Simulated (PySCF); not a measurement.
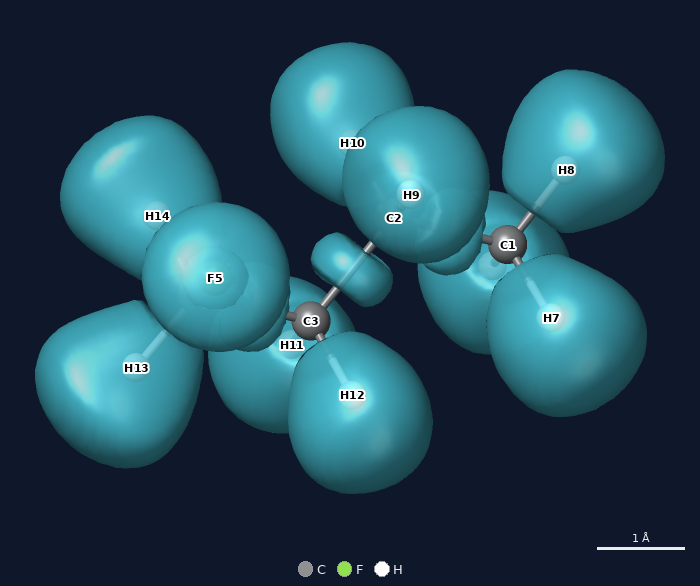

C4H9F (SMILES CCCCF). Isosurface of the ELF at 0.75 (cyan), seen at a tilt. Only the valence region is drawn (cores and ρ < 0.01 e/Å³ removed).

Geometry: GFN2-xTB.

The calculation used PySCF, PBE0/pcSseg-1, SCF density, gas phase, non-relativistic.

```yaml
atoms:
  - { symbol: C, position_ang: [-1.9473, -0.0419, -0.0921] }
  - { symbol: C, position_ang: [-0.5484, -0.2188, 0.4844] }
  - { symbol: C, position_ang: [0.5308, 0.1814, -0.5207] }
  - { symbol: C, position_ang: [1.9319, 0.0137, 0.0477] }
  - { symbol: F, position_ang: [2.1384, 0.8865, 1.0907] }
  - { symbol: H, position_ang: [-2.0786, -0.6647, -0.9747] }
  - { symbol: H, position_ang: [-2.1164, 0.9945, -0.3763] }
  - { symbol: H, position_ang: [-2.6994, -0.3226, 0.6412] }
  - { symbol: H, position_ang: [-0.4413, 0.3946, 1.3811] }
  - { symbol: H, position_ang: [-0.4023, -1.2624, 0.7736] }
  - { symbol: H, position_ang: [0.4539, -0.4326, -1.4201] }
  - { symbol: H, position_ang: [0.3924, 1.2258, -0.8071] }
  - { symbol: H, position_ang: [2.6993, 0.2392, -0.7002] }
  - { symbol: H, position_ang: [2.0865, -0.9930, 0.4501] }
```

> Describe the localisation domains.

The surface consists of three regions between bonded C–C atoms (shared pairs), nine regions around hydrogen nuclei and one region on F in which the atom's valence shell and bonds are merged. Profiles from the grid: C–F (1.38 Å): the ELF peaks at about 0.85 between the atoms, as expected for a shared but strongly polarised pair. C–C (1.52 Å): the ELF peaks at about 0.95 between the atoms, as expected for a covalent bond.
